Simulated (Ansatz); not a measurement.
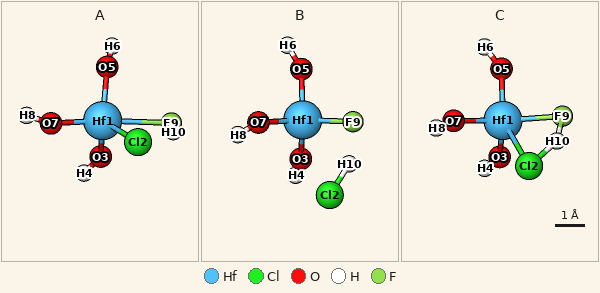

3 geometries from a converged minimum-energy path of HfH4O3ClF, shuffled. A ball-and-stick model, seen face on.

Method: Ansatz 0.2.0, RKS PBE/def2-SVP. Set-up: 5 movable images; climbing image; force threshold 0.03 eV/Å; iteration limit 60; starting path through a guess of the saddle point.

**One of them is the converged climbing image. Which?**

C. In order along the path, whose images run from 0 to 6: A (image 0, 0.000 eV), C (image 3, +0.167 eV), B (image 5, +0.028 eV). Breaking: F9–H10 (0.99 → 1.25 at the top → 1.77 Å), Hf1–Cl2 (2.51 → 2.79 at the top → 3.82 Å). Forming: Cl2–H10 (1.94 → 1.49 at the top → 1.32 Å).

Cost: 3 min on 4 threads of Arm Neoverse V1, on a shared host, peak memory 0.19 GiB.
